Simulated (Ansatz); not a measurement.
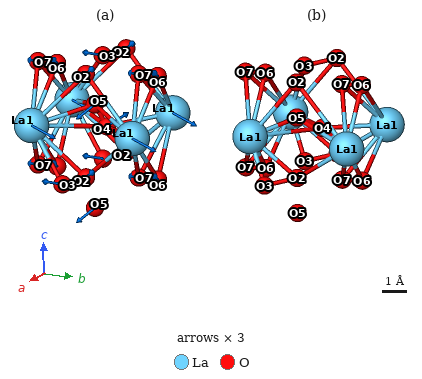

The structure of solid LaO₆ (a generated structure, set up in P1) (coarse preliminary run) before (left) and after (right) a relaxation, at one scale. The blue arrows give the displacements (the part carried along by the change of the cell is left out), magnified 3 times.

The picture is a ball-and-stick view of the atoms within 4.2 Å of the atom that moves most (axes of the cell of the calculation), seen slightly off an axis.

All numbers below come from DFT PBE, scalar-relativistic, plane waves, PAW (Ansatz 0.2.0). (plane-wave cutoff 420 eV; k-point mesh 6 × 6 × 6; occupations gaussian; smearing width 0.2 eV; no spin polarisation; cell and atoms relaxed; force threshold 0.025 eV/Å; at most 60 steps)

### What changed between the two?

The run was cut off at its time limit before the relaxation converged, so the last structure is only a point on the way. O4 moves most relative to the cell: 0.43 Å along [−2 1 1]. By element the largest moves are O 0.43 Å, La 0.42 Å. The volume changes by −12.0 %, with a 4.584 → 4.554 Å (−0.6 %), b 4.679 → 4.479 Å (−4.3 %), c 4.583 → 4.244 Å (−7.4 %), β 89.7° → 88.5°, γ 89.2° → 89.4°. Near-neighbour distances that change, for instance: La1–O3 2.953 → 2.216 Å, La1–O5 3.011 → 2.404 Å, La1–O2 3.229 → 2.683 Å, La1–O4 3.218 → 2.709 Å. Among the angles between lasting bonds that change: La1–O4–O5 112.7° → 148.8°, La1–O5–O4 107.3° → 141.5°, La1–O2–O3 94.6° → 124.7°. The space group stays P1 (No. 1). After 3 geometry steps the energy has fallen by 1425 meV per atom. The largest force component goes from 54 to 3 eV/Å. Pressure: 30.56 GPa at the start and −3.13 GPa at the end. The run took 4.6 min on 1 thread of Arm Neoverse V1 (shared host), peak memory 0.57 GiB.
